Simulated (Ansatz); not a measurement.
Nudged elastic band of CHFSSi

System: CHFSSi.
Method: RKS PBE-D4/cc-pVDZ (Ansatz 0.2.0).

It belongs to a series of runs on one base structure; here: band between the two ends. Figures and captions count atoms from 1; the log counts them from 0 in places.

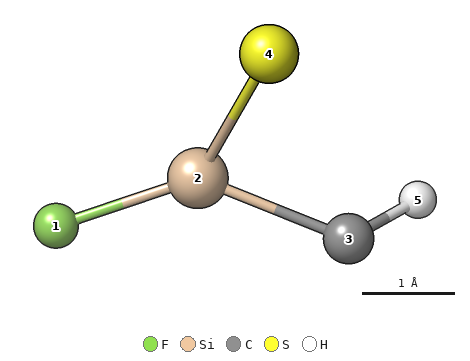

**Figure 1.** The input geometry (ball-and-stick view, seen at a tilt; atoms are numbered from 1 in the order of the input). Bond lengths as drawn: C–H 1.12 Å, C–Si 1.77 Å, F–Si 1.65 Å and S–Si 2.03 Å.

Input
```yaml
crystal:
  periodic: [false, false, false]
  atoms:
    - { symbol: F, position_ang: [-0.363054, -1.703792, 1.473543] }
    - { symbol: Si, position_ang: [-0.169235, -0.566985, 0.300002] }
    - { symbol: C, position_ang: [0.656472, 0.979105, 0.045391] }
    - { symbol: S, position_ang: [-1.485711, 0.263028, -0.999049] }
    - { symbol: H, position_ang: [1.361538, 1.028643, -0.819877] }
basis:
  gaussian: { orbitals: cc-pVDZ }
hamiltonian:
  xc: pbe
  dispersion: d4
neb:
  order_check: false
  images: 5
  f_tol: 0.03
  max_iterations: 60
  final_atoms:
    - { symbol: F, position_ang: [-0.35847704, -1.96709936, 1.14261337] }
    - { symbol: Si, position_ang: [-0.07016095, -0.3498928, 0.91657577] }
    - { symbol: C, position_ang: [0.07671478, 1.41662868, 0.77456459] }
    - { symbol: S, position_ang: [-0.43888148, 0.52877074, -1.11125251] }
    - { symbol: H, position_ang: [0.79081469, 0.37159174, -1.72249122] }
  initial_path:
    images:
      - { positions_ang: [[-0.363054, -1.703792, 1.473543], [-0.169235, -0.566985, 0.300002], [0.656472, 0.979105, 0.045391], [-1.485711, 0.263028, -0.999049], [1.361538, 1.028643, -0.819877]] }
      - { positions_ang: [[-0.44853499, -1.76046749, 1.44829317], [-0.12860995, -0.56769178, 0.42566176], [0.66975382, 0.98976727, 0.13232423], [-1.24228229, 0.30151718, -1.00868379], [1.14968342, 1.03687383, -0.99758538]] }
      - { positions_ang: [[-0.53401598, -1.81714298, 1.42304334], [-0.0879849, -0.56839857, 0.55132152], [0.68303563, 1.00042953, 0.21925747], [-0.99885358, 0.34000635, -1.01831857], [0.93782883, 1.04510467, -1.17529376]] }
      - { positions_ang: [[-0.61949697, -1.87381847, 1.39779351], [-0.04735986, -0.56910535, 0.67698129], [0.69631745, 1.0110918, 0.3061907], [-0.75542487, 0.37849553, -1.02795336], [0.72597425, 1.0533355, -1.35300214]] }
      - { positions_ang: [[-0.53249033, -1.9049121, 1.31273347], [-0.05496022, -0.4960345, 0.75684611], [0.48978323, 1.14627076, 0.46231533], [-0.64991041, 0.42858726, -1.05571974], [0.74758773, 0.82608758, -1.47616517]] }
      - { positions_ang: [[-0.44548368, -1.93600573, 1.22767342], [-0.06256058, -0.42296365, 0.83671094], [0.283249, 1.28144972, 0.61843996], [-0.54439595, 0.478679, -1.08348612], [0.76920121, 0.59883966, -1.59932819]] }
      - { positions_ang: [[-0.35847704, -1.96709936, 1.14261337], [-0.07016095, -0.3498928, 0.91657577], [0.07671478, 1.41662868, 0.77456459], [-0.43888148, 0.52877074, -1.11125251], [0.79081469, 0.37159174, -1.72249122]] }
```

Machine: 1 thread of Arm Neoverse V1, 24 GiB of memory available, shared host.

Launched with:
```bash
ansatz run input.yaml --threads 1 --pin off --max-ram 2048MiB --backend cpu --events-out ev --progress --plain --runs-dir out
```

Output
```
Engine: ansatz 0.2.0, aarch64-unknown-linux-gnu
Functional definition: PBE
  parameter kappa = 0.804
  parameter beta = 0.06672455060314922
  exchange = pbe_x(kappa = kappa, mu = beta*pi^2/3)
  correlation = pbe_c(beta = beta)
863 factors; their error is unknown
mean field evaluation 1: about -22458.2689 eV, gradient 6.2e1 eV
mean field evaluation 2: about -22402.9678 eV, gradient 1.1e2 eV
mean field evaluation 4: about -22467.8267 eV, gradient 1.8e1 eV
mean field evaluation 8: about -22468.7631 eV, gradient 2.0e-1 eV
mean field evaluation 16: about -22468.7301 eV, gradient 4.2e-4 eV
mean field -22468.73010509 eV, -825.7106015097 hartree, gradient 4.6e-5 eV, S^2 0.000000; 0 other end points of the search recorded, 0 dependent functions left out
the calculation of the forces begins
reference -22468.73013340 eV, -825.7106025501 hartree; 23, 23 occupied and 46, 46 virtual orbitals, 863 factors
863 factors; their error is unknown
mean field evaluation 32: about -22467.2122 eV, gradient 2.5e-2 eV
mean field -22467.21221668 eV, -825.6548201396 hartree, gradient 5.5e-5 eV, S^2 0.000000; 0 other end points of the search recorded, 0 dependent functions left out
[... from here on the field's lines of each further geometry are left out, up to the last ...]
NEB iter   1: max|band force component| = 4.706e0 eV/Å  barrier→ = 3.6784 eV  barrier← = 2.1608 eV  Δτ_max = 0.2000 Å  (317 SCF iters)
NEB iter   2: max|band force component| = 1.755e0 eV/Å  barrier→ = 2.5327 eV  barrier← = 1.0152 eV  Δτ_max = 0.2000 Å  (171 SCF iters)
NEB iter   3: max|band force component| = 1.984e0 eV/Å  barrier→ = 2.2630 eV  barrier← = 0.7454 eV  Δτ_max = 0.0650 Å  (169 SCF iters)
NEB iter   4: max|band force component| = 6.590e-1 eV/Å  barrier→ = 2.1472 eV  barrier← = 0.6296 eV  CI = image 3  Δτ_max = 0.0998 Å  (156 SCF iters)
NEB iter   5: max|band force component| = 3.674e-1 eV/Å  barrier→ = 2.1813 eV  barrier← = 0.6638 eV  CI = image 3  Δτ_max = 0.0572 Å  (154 SCF iters)
NEB iter   6: max|band force component| = 2.247e-1 eV/Å  barrier→ = 2.1586 eV  barrier← = 0.6410 eV  CI = image 3  Δτ_max = 0.0337 Å  (157 SCF iters)
NEB iter   7: max|band force component| = 1.249e-1 eV/Å  barrier→ = 2.1556 eV  barrier← = 0.6380 eV  CI = image 3  Δτ_max = 0.0224 Å  (156 SCF iters)
NEB iter   8: max|band force component| = 1.022e-1 eV/Å  barrier→ = 2.1545 eV  barrier← = 0.6369 eV  CI = image 3  Δτ_max = 0.0163 Å  (158 SCF iters)
NEB iter   9: max|band force component| = 5.589e-2 eV/Å  barrier→ = 2.1543 eV  barrier← = 0.6367 eV  CI = image 3  Δτ_max = 0.0136 Å  (154 SCF iters)
NEB iter  10: max|band force component| = 3.193e-2 eV/Å  barrier→ = 2.1543 eV  barrier← = 0.6367 eV  CI = image 3  Δτ_max = 0.0063 Å  (140 SCF iters)
the calculation of the forces begins
reference -22467.01016267 eV, -825.6473947919 hartree; 23, 23 occupied and 46, 46 virtual orbitals, 863 factors
863 factors; their error is unknown
mean field evaluation 608: about -22466.6030 eV, gradient 1.3e-1 eV
mean field -22466.56948379 eV, -825.6312001416 hartree, gradient 1.6e-5 eV, S^2 0.000000; 1 other end points of the search recorded, 0 dependent functions left out
the calculation of the forces begins
reference -22466.56951176 eV, -825.6312011693 hartree; 23, 23 occupied and 46, 46 virtual orbitals, 863 factors
NEB iter  11: max|band force component| = 8.783e-3 eV/Å  barrier→ = 2.1542 eV  barrier← = 0.6367 eV  CI = image 3  Δτ_max = 0.0000 Å  (289 SCF iters)
```

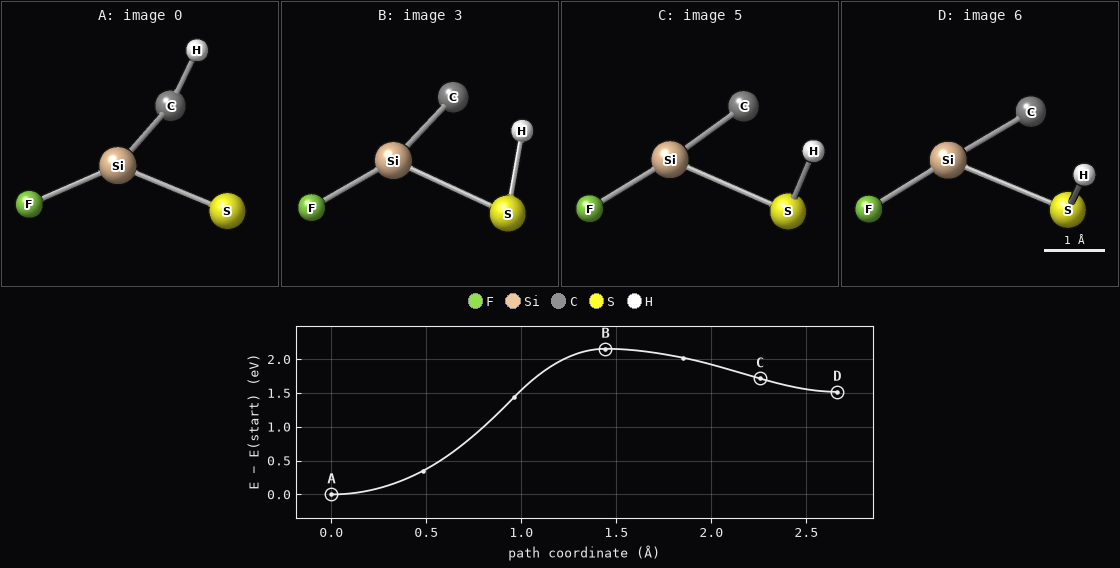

**Figure 2.** Images of the last band (counted from 0; ball-and-stick, seen at a tilt) above the energy along the path; the line is a cubic interpolation that uses the forces. The highest image is number 3, 2.154 eV above the start and 0.637 eV above the end (the climbing image); the end lies 1.518 eV above the start. The path is 2.66 Å long. The band converged in 11 iterations.

```
Total energy: -22466.70959770 eV, -825.6363492329 hartree
Atom 0 at    -0.615887    -1.791989     1.304158 Å, force     0.000872    -0.000674    -0.000429 eV/Å
Atom 1 at     0.048660    -0.463372     0.585551 Å, force    -0.001991     0.002069     0.000371 eV/Å
Atom 2 at     0.912865     1.096664     0.548260 Å, force    -0.001352    -0.001840    -0.002504 eV/Å
Atom 3 at    -0.840917     0.315228    -1.248001 Å, force    -0.003749    -0.002160     0.002066 eV/Å
Atom 4 at     0.495289     0.843468    -1.189959 Å, force     0.006221     0.002605     0.000497 eV/Å
Dipole moment:    -0.031975    -0.259114    -0.053077 e Å
this run last wrote the band of iteration 11 to [file]
```

The last band as extended XYZ (Å, eV, eV/Å)
```
5
Properties=species:S:1:pos:R:3:forces:R:3 image=0 energy=-22468.86382
F    -0.3631   -1.7038    1.4735    0.0020   0.0047   0.0038
Si   -0.1692   -0.5670    0.3000    0.0128  -0.0098   0.0032
C     0.6565    0.9791    0.0454    0.0060  -0.0053  -0.0089
S    -1.4857    0.2630   -0.9990   -0.0046   0.0117  -0.0105
H     1.3615    1.0286   -0.8199   -0.0162  -0.0012   0.0124
5
Properties=species:S:1:pos:R:3:forces:R:3 image=1 energy=-22468.51716
F    -0.4707   -1.7254    1.4316    0.1813   0.0458   0.1359
Si   -0.0498   -0.5508    0.3612   -0.2570  -0.1397  -0.2975
C     0.7629    1.0466    0.1641   -0.4642  -0.0334  -0.2818
S    -1.2754    0.2755   -1.0352   -0.5693  -0.0663   0.2324
H     1.0331    0.9541   -0.9217    1.1093   0.1936   0.2110
5
Properties=species:S:1:pos:R:3:forces:R:3 image=2 energy=-22467.42647
F    -0.5543   -1.7454    1.3730    0.1632   0.2030   0.2063
Si    0.0264   -0.5042    0.4616   -0.3020  -0.2481  -0.7750
C     0.8921    1.0672    0.2820   -0.5199  -0.0408  -1.3513
S    -1.0610    0.2843   -1.1485   -0.9917  -0.3462   0.2949
H     0.6969    0.8981   -0.9680    1.6504   0.4321   1.6251
5
Properties=species:S:1:pos:R:3:forces:R:3 image=3 energy=-22466.70957
F    -0.6159   -1.7920    1.3042    0.0009  -0.0007  -0.0004
Si    0.0487   -0.4634    0.5856   -0.0020   0.0021   0.0004
C     0.9129    1.0967    0.5483   -0.0014  -0.0018  -0.0025
S    -0.8409    0.3152   -1.2480   -0.0037  -0.0022   0.0021
H     0.4953    0.8435   -1.1900    0.0062   0.0026   0.0005
5
Properties=species:S:1:pos:R:3:forces:R:3 image=4 energy=-22466.84068
F    -0.5651   -1.8686    1.2414    0.0288  -0.0726  -0.0619
Si    0.0221   -0.4165    0.7084   -0.0013   0.0301   0.1438
C     0.6240    1.2503    0.7483   -0.1191   0.0626   0.1888
S    -0.6830    0.3022   -1.2643    0.0232   0.1664   0.1359
H     0.6020    0.7325   -1.4337    0.0684  -0.1864  -0.4066
5
Properties=species:S:1:pos:R:3:forces:R:3 image=5 energy=-22467.14874
F    -0.4805   -1.9331    1.2192    0.0657  -0.1111  -0.0605
Si   -0.0123   -0.3969    0.8178   -0.0093  -0.0121   0.1982
C     0.3070    1.3410    0.7778   -0.2703   0.0465   0.0416
S    -0.5446    0.3961   -1.1956    0.0827   0.3915   0.2803
H     0.7305    0.5930   -1.6192    0.1312  -0.3148  -0.4596
5
Properties=species:S:1:pos:R:3:forces:R:3 image=6 energy=-22467.34624
F    -0.3585   -1.9671    1.1426    0.0029   0.0051  -0.0005
Si   -0.0702   -0.3499    0.9166   -0.0031  -0.0105   0.0036
C     0.0767    1.4166    0.7746    0.0009   0.0029  -0.0015
S    -0.4389    0.5288   -1.1113   -0.0009   0.0040  -0.0028
H     0.7908    0.3716   -1.7225    0.0001  -0.0015   0.0012
```

Key numbers

```tsv
quantity	value
outcome	converged
barrier, forward	2.154 eV
barrier, backward	0.637 eV
wall time	1.7 min
peak memory	0.13 GiB
```

The order of the saddle point was not checked.
